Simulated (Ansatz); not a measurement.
**Run report: C2H3O2 (charge +1), geometry relaxation (part 2 of 2)**

C2H3O2, charge +1; UKS PBE0/def2-SVP (Ansatz 0.2.0). It belongs to a series of runs on one base structure; here: end point B relaxed.

Geometry of the input (Å):
```
C  -0.6100  0.9836  -0.0654
O  0.3939  0.4768  0.4073
C  0.7188  -1.0499  0.1140
O  -0.0144  -1.6263  -0.5564
H  -1.3132  0.4186  -0.6998
H  -0.8198  2.0393  0.1469
H  1.2017  0.6032  0.9654
```

### Trajectory as extended XYZ, continued
```
7
Properties=species:S:1:pos:R:3:forces:R:3 step=5 energy=-6194.91405
C    -0.6147    1.1944   -0.0802    0.0335   0.0527  -0.1665
O     0.5065    0.6803    0.0529    0.0570   0.6262   0.0881
C     0.7401   -1.7546    0.3621   -0.3756  -0.6453  -0.4684
O     0.0303   -1.9824   -0.4902    0.4178  -0.1127   0.4943
H    -1.1548    0.7969   -0.9615   -0.2136   0.2901   0.2158
H    -1.0209    1.9714    0.6119    0.1573  -0.3515  -0.2428
H     1.0706    0.9391    0.8171   -0.0763   0.1405   0.0794
7
Properties=species:S:1:pos:R:3:forces:R:3 step=7 energy=-6195.09489
C    -0.6196    1.3065   -0.0950   -0.1249  -0.1886  -0.1849
O     0.5187    0.8269   -0.0025    0.1738   0.2059   0.1274
C     0.7461   -1.9874    0.3905   -0.3869  -0.2434  -0.5328
O     0.1192   -2.3504   -0.4793    0.3984   0.1200   0.5376
H    -1.2035    1.0286   -0.9931    0.1491   0.0428   0.0958
H    -1.0408    1.9528    0.6844   -0.0781   0.1911   0.1567
H     1.0369    1.0683    0.8070   -0.1315  -0.1278  -0.1998
7
Properties=species:S:1:pos:R:3:forces:R:3 step=9 energy=-6195.13669
C    -0.6383    1.3768   -0.0886    0.0525   0.0613  -0.0780
O     0.4967    0.8812   -0.0333   -0.0449   0.0782   0.2024
C     0.7475   -2.0354    0.3680    0.1049   0.2089   0.1902
O     0.2072   -2.5901   -0.4459   -0.1004  -0.2580  -0.1894
H    -1.2090    1.1555   -1.0020   -0.0669   0.0248  -0.0621
H    -1.0516    2.0079    0.7177    0.0245  -0.0615   0.0370
H     1.0046    1.0493    0.7961    0.0304  -0.0538  -0.1000
7
Properties=species:S:1:pos:R:3:forces:R:3 step=11 energy=-6195.15623
C    -0.6438    1.4053   -0.0926    0.0323   0.0111  -0.0069
O     0.4869    0.8978   -0.0513   -0.0598   0.0964   0.0832
C     0.7403   -2.0323    0.3651   -0.1802  -0.0983  -0.2454
O     0.2459   -2.6761   -0.4175    0.1842   0.0637   0.2471
H    -1.2122    1.2298   -1.0203   -0.0127   0.0491   0.0121
H    -1.0588    1.9938    0.7467    0.0362  -0.0584  -0.0380
H     0.9987    1.0269    0.7819    0.0001  -0.0636  -0.0521
7
Properties=species:S:1:pos:R:3:forces:R:3 step=13 energy=-6195.19671
C    -0.6537    1.4475   -0.1026   -0.0023   0.0331  -0.0181
O     0.4548    0.8901   -0.1175   -0.1713   0.1221  -0.0209
C     0.7305   -1.9606    0.3766   -0.4734  -0.7982  -0.8119
O     0.3429   -2.7596   -0.3282    0.4849   0.7600   0.8245
H    -1.2163    1.4260   -1.0563    0.0954   0.0590   0.1781
H    -1.0574    1.9334    0.8093    0.0594  -0.1093  -0.1517
H     0.9562    0.8684    0.7306    0.0073  -0.0667   0.0000
7
Properties=species:S:1:pos:R:3:forces:R:3 step=15 energy=-6195.30382
C    -0.6679    1.5374   -0.1139   -0.0068   0.0444  -0.0723
O     0.4176    0.9522   -0.2462   -0.1894  -0.0532   0.0870
C     0.7389   -1.9372    0.4043   -0.1984  -0.3640  -0.3763
O     0.4970   -2.8972   -0.1353    0.2104   0.4415   0.3954
H    -1.1849    1.8062   -1.0580    0.1311   0.0737   0.2626
H    -1.0949    1.7717    0.8841    0.0493  -0.1132  -0.2086
H     0.8512    0.6121    0.5770    0.0038  -0.0292  -0.0876
7
Properties=species:S:1:pos:R:3:forces:R:3 step=16 energy=-6195.16062 accepted=F
C    -0.6628    1.5491   -0.1102   -0.0230   0.0788  -0.1793
O     0.3940    0.9205   -0.2836   -0.2083   0.2746   0.2112
C     0.6611   -1.8066    0.3041   -0.2513  -6.5149  -1.5262
O     0.6064   -2.9515    0.0168    0.3290   6.4555   1.6484
H    -1.1439    1.9552   -1.0357    0.2395  -0.1319   0.5334
H    -1.1018    1.6911    0.9049    0.0977  -0.0606  -0.3708
H     0.8041    0.4874    0.5157   -0.1835  -0.1016  -0.3167
7
Properties=species:S:1:pos:R:3:forces:R:3 step=18 energy=-6195.37150
C    -0.6736    1.5488   -0.1156    0.2270   0.2344  -0.0927
O     0.3871    0.9359   -0.2996    0.2201  -0.3819   0.7836
C     0.6973   -1.8476    0.3504   -0.1474  -1.5142  -0.5050
O     0.5933   -2.9224    0.0016    0.2048   1.5912   0.5956
H    -1.1389    1.9854   -1.0195    0.0267  -0.0390   0.1693
H    -1.1053    1.6852    0.8923   -0.0719  -0.1251  -0.0621
H     0.7971    0.4599    0.5025   -0.4593   0.2345  -0.8887
7
Properties=species:S:1:pos:R:3:forces:R:3 step=20 energy=-6195.55839
C    -0.6484    1.5989   -0.1060    0.2145  -0.7367   0.2479
O     0.3637    0.9340   -0.3792   -0.2428   0.1542   0.2444
C     0.7022   -1.7636    0.3660   -0.0137  -0.8821  -0.1614
O     0.6778   -2.8750    0.1746    0.0710   1.0727   0.2648
H    -1.0460    2.2251   -0.9129    0.0215   0.3446  -0.0113
H    -1.1520    1.4995    0.8806    0.0906   0.1237  -0.2624
H     0.6597    0.2264    0.2890   -0.1411  -0.0764  -0.3220
7
Properties=species:S:1:pos:R:3:forces:R:3 step=22 energy=-6195.67261
C    -0.6367    1.5763   -0.1149   -0.0205  -0.9757   1.7276
O     0.3275    0.8840   -0.4718   -0.6444   0.2369   0.0449
C     0.6874   -1.6195    0.3725    0.0258  -0.7813  -0.0766
O     0.7725   -2.7385    0.3582    0.0040   0.6799   0.1357
H    -0.8710    2.4452   -0.7361   -0.1497   0.3048  -0.0658
H    -1.2222    1.3252    0.8689    0.7540   0.4131  -1.7086
H     0.4994   -0.0274    0.0353    0.0307   0.1222  -0.0572
7
Properties=species:S:1:pos:R:3:forces:R:3 step=24 energy=-6195.80772
C    -0.6197    1.5801   -0.0880    0.1042  -0.0981  -0.0465
O     0.2734    0.8838   -0.5707   -0.0022  -0.0942   0.0732
C     0.6581   -1.6306    0.3392   -0.1645   0.7127  -0.1696
O     0.8553   -2.7033    0.5546    0.1566  -0.7408   0.1934
H    -0.7775    2.5723   -0.5323   -0.0543   0.1328   0.0025
H    -1.2315    1.2154    0.7523   -0.1153   0.0490   0.0768
H     0.3991   -0.0725   -0.1431    0.0756   0.0386  -0.1296
7
Properties=species:S:1:pos:R:3:forces:R:3 step=26 energy=-6195.81620
C    -0.6165    1.5756   -0.0806   -0.1235   0.2252   0.0039
O     0.2658    0.8917   -0.5953    0.0883  -0.1669  -0.0009
C     0.6513   -1.6450    0.3147   -0.0072   0.0325  -0.0059
O     0.8734   -2.6942    0.6282    0.0034  -0.0160   0.0041
H    -0.7498    2.5970   -0.4738   -0.0243  -0.0006   0.0268
H    -1.2561    1.1997    0.7390    0.0397  -0.0448  -0.0163
H     0.3890   -0.0796   -0.2201    0.0236  -0.0294  -0.0116
7
Properties=species:S:1:pos:R:3:forces:R:3 step=28 energy=-6195.81708
C    -0.6160    1.5773   -0.0819    0.0042   0.0018  -0.0047
O     0.2663    0.8897   -0.5967   -0.0053   0.0027   0.0041
C     0.6492   -1.6409    0.3148    0.0020  -0.0031  -0.0004
O     0.8711   -2.6892    0.6315   -0.0014   0.0032  -0.0005
H    -0.7518    2.6007   -0.4680   -0.0002  -0.0014   0.0002
H    -1.2512    1.1914    0.7356   -0.0006  -0.0007   0.0010
H     0.3894   -0.0837   -0.2231    0.0012  -0.0025   0.0003
```

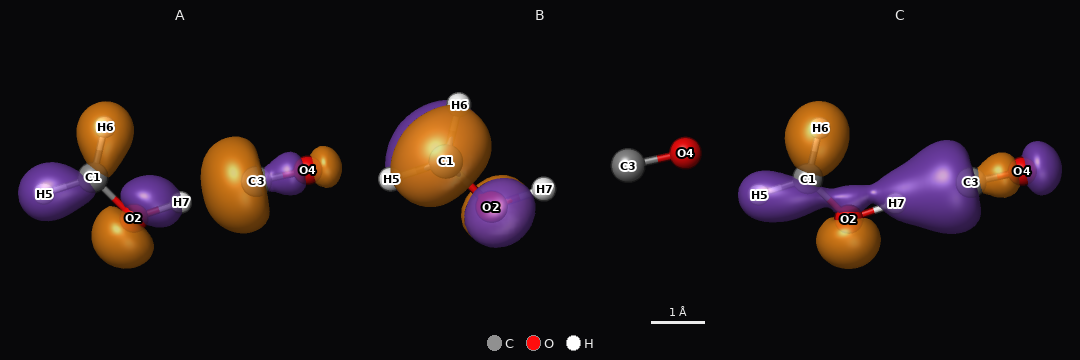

**Figure 1.** Three frontier orbitals at ±0.15 Å⁻³ᐟ² (orange and purple are the two phases). C is the HOMO−1 (α) (−18.07 eV). It lies mainly on C3 (35 %), O2 (20 %), C1 (15 %) and O4 (10 %); it is symmetric in the molecular plane (σ or in-plane lone-pair type). A is the HOMO (α) (−16.46 eV). It lies mainly on C3 (35 %), O2 (30 %) and C1 (10 %); it is symmetric in the molecular plane (σ or in-plane lone-pair type). B is the LUMO (α) (−8.95 eV). Its weight (Hirshfeld) is mainly on C1 (60 %) and O2 (30 %); it changes sign across the molecular plane (π type); π-antibonding (a node) across C1–O2. The HOMO–LUMO gap is 7.51 eV between the orbital energies.

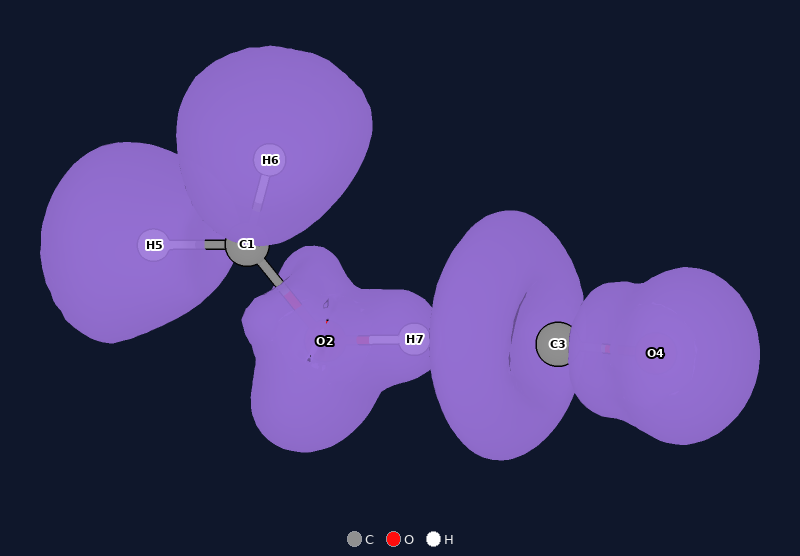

**Figure 2.** Isosurface of the electron localisation function at 0.75 (purple), seen at a tilt. Only the valence region is drawn (cores and ρ < 0.01 e/Å³ removed). Values along the shortest contacts: C3···H7 (1.67 Å): the ELF peaks at about 1 between the atoms (a non-bonded, intermolecular contact). C–O (1.12 Å): the ELF peaks at about 0.85 between the atoms (a multiple bond by its length, whose ELF region spreads away from the axis).

### Results in brief

- outcome: converged
- total energy: −6195.8171 eV
- mean-field energy: −6195.8171 eV
- largest force (length of the vector) at the end: 0.007 eV/Å
- wall time: 28 s (CPU time 53 s)
- peak memory: 0.19 GiB
